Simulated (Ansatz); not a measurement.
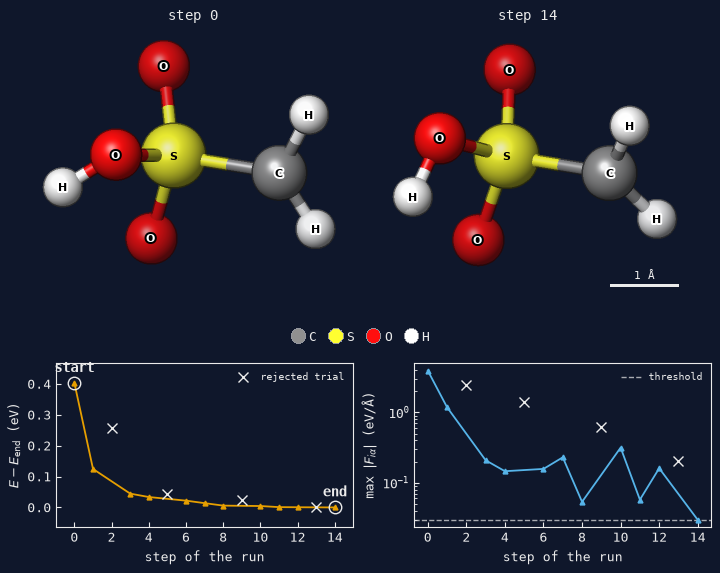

First and last geometry of a relaxation of CH3O3S (multiplicity 2) (coarse preliminary run), with the history of the run. A ball-and-stick model, seen at a tilt.

The start comes from a force field.

All numbers below come from Ansatz 0.2.0, UKS PBE-D4/def2-SVP.

Input
```yaml
crystal:
  periodic: [false, false, false]
  atoms:
    - {symbol: C, position_ang: [0.920400, 0.701300, 0.494800]}
    - {symbol: S, position_ang: [-0.139400, -0.186000, -0.532800]}
    - {symbol: O, position_ang: [-0.703100, 0.644200, -1.601600]}
    - {symbol: O, position_ang: [0.546100, -1.456200, -0.797900]}
    - {symbol: O, position_ang: [-1.330900, -0.483100, 0.486000]}
    - {symbol: H, position_ang: [1.830200, 0.365900, 0.774200]}
    - {symbol: H, position_ang: [0.572900, 1.732500, 0.781700]}
    - {symbol: H, position_ang: [-1.604000, -1.375600, 0.339800]}
basis:
  gaussian: {orbitals: def2-SVP}
magnetization: {spin_polarized: true, initial_magnetization: 1}
hamiltonian: {xc: pbe, dispersion: d4}
relax: {f_tol: 0.03, max_steps: 200}
```

Run as
```bash
ansatz run in.yaml --threads 4 --pin off --events-out ev --progress --plain --max-ram 10444MiB
```

**What do the curves and the structures tell?**

It converged. Over 10 accepted moves (14 points after the start) the energy falls by 0.403 eV. Largest force component: 3.9 eV/Å at the start, 0.03 eV/Å at the end. The line search rejected the trial steps at points 2, 5, 9, 13 of the run. The largest moves after the best rigid fit, 0.39 Å, are those of H7 and H8. By element the largest moves are H 0.39 Å, O 0.31 Å, C 0.09 Å, S 0.07 Å. Near-neighbour distances that change, for instance: C1–H6 1.009 → 1.100 Å, S2–O5 1.596 → 1.661 Å, O5–H8 0.945 → 0.981 Å, C1–H7 1.125 → 1.100 Å. Bond angles that change, for instance: S2–C1–H6 123.3° → 117.0°, C1–S2–O4 105.4° → 109.3°, C1–S2–O3 112.3° → 108.7°. Groups turn about S2–O5 by about 45°, C1–S2 by about 25°. The run took 17 s on 4 threads of Arm Neoverse V2 (shared host).
